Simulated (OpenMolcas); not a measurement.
## Run report: Co²⁺ complex, multiconfigurational calculation

- system: Co²⁺ with 6 ligands (OH; tetragonal octahedron, 2.08 Å), neutralised by 6 outer point charges of +0.67 e, whose field is part of the energies.
- method: state-averaged SS-CASPT2, IPEA shift 0.25, imaginary shift 0.1 hartree, closed shells 3s 3p of the metal and the valence shells of the ligands correlated, active space 7 electrons in the shell 3d, basis ANO-RCC-VDZP on the metal and ANO-RCC-VDZP on the ligands, DKH2 scalar Hamiltonian, spin-orbit coupling by RASSI with atomic mean-field integrals (OpenMolcas)

## Summary

```
                                 quantity                                                                 value
                                  outcome                                                             converged
      energy of the lowest spin-free term                                                   −1847.54394 hartree
    energy of the lowest spin-orbit level                                                   −1847.54622 hartree
                CASPT2 correlation energy                                                       −1.8173 hartree
largest spread among components of a term                                                              0.0 cm⁻¹
                  lowest reference weight                                                                 0.654
                                 hardware  1 thread of Arm Neoverse V1, 24 GiB of memory available, shared host
                                wall time                                                               3.7 min
                              peak memory                                                              0.18 GiB
```

## Remarks

Limits: small active space favours high spin, ground spin may be wrong; with a single d shell and no ligand orbitals active, the ligand field and the g values of a late 3d ion can be well off; distances are set from ionic radii, not optimised.

## Input
```
&GATEWAY
Coord
13

Co 0.0 0.0 0.0
O 2.080000 0.000000 0.000000
H 2.489940 0.879119 0.000000
O 0.000000 2.080000 0.000000
H 0.000000 2.489940 0.879119
O -2.080000 0.000000 0.000000
H -2.489940 -0.879119 0.000000
O 0.000000 -2.080000 0.000000
H 0.000000 -2.489940 -0.879119
O 0.000000 0.000000 2.225600
H 0.879119 0.000000 2.635540
O 0.000000 0.000000 -2.225600
H -0.879119 0.000000 -2.635540
Basis=Co.ANO-RCC-VDZP,H.ANO-RCC-VDZP,O.ANO-RCC-VDZP
Group=XYZ
NoMove
AngMom=0.0 0.0 0.0
AMFI
RICD
XField
3 Angstrom 0
5.480000 0.000000 0.000000 0.666667
0.000000 5.480000 0.000000 0.666667
0.000000 0.000000 5.625600 0.666667
&SEWARD
&RASSCF
FileOrb=start.orb
Symmetry=1
Spin=4
nActEl=7 0 0
Inactive=18 21
Ras2=5 0
CIRoot=10 10 1
SDav=10
CIMx=300
Iter=150 100
PrWF=0.3
OrbListing=Nothing
MaxOrb=0
LevShft=1.0
>>> COPY $Project.JobIph JOB001
&RASSCF
FileOrb=start.orb
Symmetry=1
Spin=2
nActEl=7 0 0
Inactive=18 21
Ras2=5 0
CIRoot=40 40 1
SDav=40
CIMx=300
Iter=150 100
PrWF=0.3
OrbListing=Nothing
MaxOrb=0
LevShft=1.0
>>> COPY $Project.JobIph JOB002
&RASSI
NrOfJobIphs=2 10 40
1 2 3 4 5 6 7 8 9 10
1 2 3 4 5 6 7 8 9 10 11 12 13 14 15 16 17 18 19 20 21 22 23 24 25 26 27
28 29 30 31 32 33 34 35 36 37 38 39 40
IphNames
JOB001
JOB002
EJob
SpinOrbit
DIPRint=1.0
SOCoupling=1000.0
Subsets=2
Property=9
'ANGMOM' 1 'ANGMOM' 2 'ANGMOM' 3 'MLTPL  1' 1 'MLTPL  1' 2 'MLTPL  1' 3
'AMFI' 1 'AMFI' 2 'AMFI' 3
SOProperty=3
'ANGMOM' 1 'ANGMOM' 2 'ANGMOM' 3
>>> COPY JOB001 $Project.JobIph
&CASPT2
Multistate=10 1 2 3 4 5 6 7 8 9 10
NoMult
Frozen=5 6
IPEA=0.25
Imaginary=0.1
MaxIter=60
WThr=0.0 0.3 0.05
PrWF=0.5
NoMix
>>> COPY JOB002 $Project.JobIph
&CASPT2
Multistate=40 1 2 3 4 5 6 7 8 9 10 11 12 13 14 15 16 17 18 19 20 21 22
23 24 25 26 27 28 29 30 31 32 33 34 35 36 37 38 39 40
NoMult
Frozen=5 6
IPEA=0.25
Imaginary=0.1
MaxIter=60
WThr=0.0 0.3 0.05
PrWF=0.5
NoMix
```

The file start.orb holds starting orbitals from an earlier step. A driver script formed the levels outside the program, from RASSI's spin-orbit matrix and the CASPT2 energies (for multi-state variants, the effective Hamiltonian), averaged over the components of each term or state. The log and the time are those of the CASPT2 step.

Run as:
```bash
OMP_NUM_THREADS=1 MOLCAS_MEM=2457 MOLCAS_PROJECT=a pymolcas a.inp > a.log  # once for each step of the input, in one work folder
```

## Log (extracts)
```
--- CASPT2 ---
Orbital specifications:
      -----------------------

      Symmetry species                           1   2
                                                ag  au
      Frozen orbitals                            5   6
      Inactive orbitals                         13  15
      Active orbitals                            5   0
      Secondary orbitals                        49  55
      Deleted orbitals                           0   0
      Number of basis functions                 72  76
Type of calculation                        SS-CASPT2
      Fock operator                              state-specific
      IPEA shift                                 0.25
      Real shift                                 0.00
      Imaginary shift                            0.10
      The input orbitals will be transformed to quasi-canonical
Reference energy:       -1845.7266201525
      E2 (Non-variational):      -1.8154334252
      Shift correction:          -0.0018904763
      E2 (Variational):          -1.8173239016
      Total energy:           -1847.5439440541
      Residual norm:              0.0000003295
      Reference weight:           0.66379
      Contributions to the CASPT2 correlation energy
      Active & Virtual Only:         -0.1702000663
      One Inactive Excited:          -0.2252126095
      Two Inactive Excited:          -1.4200207494
Reference energy:       -1845.7261458522
      E2 (Non-variational):      -1.8146245761
      Shift correction:          -0.0018864397
      E2 (Variational):          -1.8165110158
      Total energy:           -1847.5426568680
      Residual norm:              0.0000003355
      Reference weight:           0.66402
      Contributions to the CASPT2 correlation energy
      Active & Virtual Only:         -0.1697161182
      One Inactive Excited:          -0.2251639995
      Two Inactive Excited:          -1.4197444585
::    CASPT2 Root  1     Total energy:  -1847.54394405
::    CASPT2 Root  2     Total energy:  -1847.54265687
::    CASPT2 Root  3     Total energy:  -1847.54160156
::    CASPT2 Root  4     Total energy:  -1847.51779587
::    CASPT2 Root  5     Total energy:  -1847.51180597
::    CASPT2 Root  6     Total energy:  -1847.51008214
::    CASPT2 Root  7     Total energy:  -1847.47933882
::    CASPT2 Root  8     Total energy:  -1847.45583562
::    CASPT2 Root  9     Total energy:  -1847.45365350
::    CASPT2 Root 10     Total energy:  -1847.44219579
--- CASPT2 ---
Orbital specifications:
      -----------------------

      Symmetry species                           1   2
                                                ag  au
      Frozen orbitals                            5   6
      Inactive orbitals                         13  15
      Active orbitals                            5   0
      Secondary orbitals                        49  55
      Deleted orbitals                           0   0
      Number of basis functions                 72  76
Type of calculation                        SS-CASPT2
      Fock operator                              state-specific
      IPEA shift                                 0.25
      Real shift                                 0.00
      Imaginary shift                            0.10
      The input orbitals will be transformed to quasi-canonical
Reference energy:       -1845.6587920269
      E2 (Non-variational):      -1.8278786638
      Shift correction:          -0.0018593703
      E2 (Variational):          -1.8297380341
      Total energy:           -1847.4885300610
      Residual norm:              0.0000002079
      Reference weight:           0.66289
      Contributions to the CASPT2 correlation energy
      Active & Virtual Only:         -0.1720498674
      One Inactive Excited:          -0.2296383493
      Two Inactive Excited:          -1.4261904472
Reference energy:       -1845.6492674552
      E2 (Non-variational):      -1.8270769742
      Shift correction:          -0.0018696895
      E2 (Variational):          -1.8289466637
      Total energy:           -1847.4782141189
      Residual norm:              0.0000002286
      Reference weight:           0.66271
      Contributions to the CASPT2 correlation energy
      Active & Virtual Only:         -0.1716128725
      One Inactive Excited:          -0.2307748952
      Two Inactive Excited:          -1.4246892066
::    CASPT2 Root  1     Total energy:  -1847.48853006
::    CASPT2 Root  2     Total energy:  -1847.47821412
::    CASPT2 Root  3     Total energy:  -1847.46810518
::    CASPT2 Root  4     Total energy:  -1847.46696078
::    CASPT2 Root  5     Total energy:  -1847.46761013
::    CASPT2 Root  6     Total energy:  -1847.46462271
::    CASPT2 Root  7     Total energy:  -1847.46305416
::    CASPT2 Root  8     Total energy:  -1847.46354422
::    CASPT2 Root  9     Total energy:  -1847.44738929
::    CASPT2 Root 10     Total energy:  -1847.45022190
::    CASPT2 Root 11     Total energy:  -1847.44883097
::    CASPT2 Root 12     Total energy:  -1847.45239358
::    CASPT2 Root 13     Total energy:  -1847.42702273
::    CASPT2 Root 14     Total energy:  -1847.42977134
::    CASPT2 Root 15     Total energy:  -1847.43143756
::    CASPT2 Root 16     Total energy:  -1847.42820279
::    CASPT2 Root 17     Total energy:  -1847.42149022
::    CASPT2 Root 18     Total energy:  -1847.41974553
::    CASPT2 Root 19     Total energy:  -1847.41755795
::    CASPT2 Root 20     Total energy:  -1847.41586188
::    CASPT2 Root 21     Total energy:  -1847.40348769
::    CASPT2 Root 22     Total energy:  -1847.40522723
::    CASPT2 Root 23     Total energy:  -1847.40113167
::    CASPT2 Root 24     Total energy:  -1847.40115096
::    CASPT2 Root 25     Total energy:  -1847.40117708
::    CASPT2 Root 26     Total energy:  -1847.39908169
::    CASPT2 Root 27     Total energy:  -1847.39938219
::    CASPT2 Root 28     Total energy:  -1847.39398424
::    CASPT2 Root 29     Total energy:  -1847.36596193
::    CASPT2 Root 30     Total energy:  -1847.36091914
```

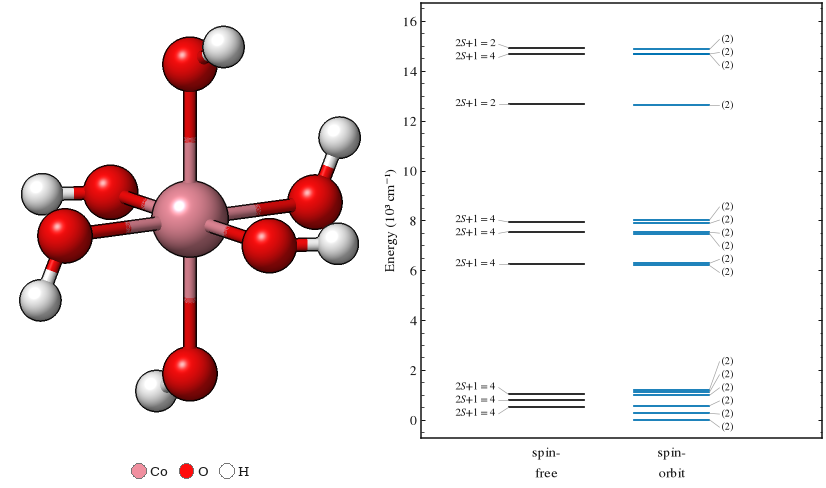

Fig. 1: Co²⁺ (3d⁷) with 6 ligands, OH⁻, at 2.08 Å (arrangement: tetragonal octahedron, Ci), axial distortion 1.07, neutralised by outer point charges of +0.67 e, and its levels. Labels give the representation in O, Td, D4 or D3 as the site allows (double group for half-integer spin) where it could be assigned and, in brackets, the degeneracy; spin-free states, where drawn, share the zero of the spin-orbit levels. The ground level is a Kramers doublet, 100 % from states of spin multiplicity 4. Its principal g values are 2.46, 4.10 and 6.56. The next level lies at 257 cm⁻¹.
